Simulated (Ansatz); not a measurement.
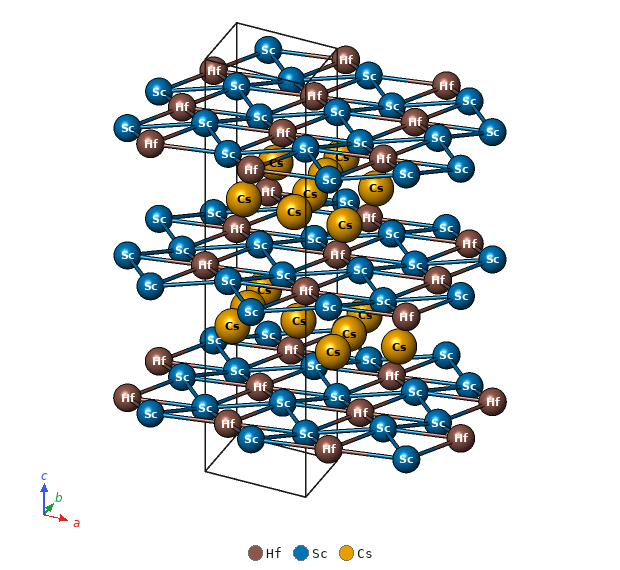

Cs₃HfSc₂ (space group R-3m, No. 166): coordinates from a relaxation with DFT PBE, scalar-relativistic, plane waves, PAW in Ansatz 0.2.0; the starting structure was generated, so it need not be a known form of this composition.

Bonds are taken as Hf–Sc below 4.2 Å and Sc–Sc below 4.3 Å; Cs is left out of the net, as the electropositive filling of the structure; no other contact counts. Simplification: prune 0- and 1-connected atoms, fold 2-connected ones into links.

**What kind of net remains, and which atoms are its nodes?**

A uninodal 6-connected, two-periodic (layers) net: Hf and Sc are 6-connected nodes.

**Does the net have a name?**

It is the hxl net, known from the triangular lattice.

**How do the layers lie?**

The layers lie parallel to (001).

**How many nodes does the smallest cycle have?**

Three.

**Give the first ten terms of the coordination sequence (nodes one, two, three … edges away).**

Hf and Sc: 6, 12, 18, 24, 30, 36, 42, 48, 54, 60.
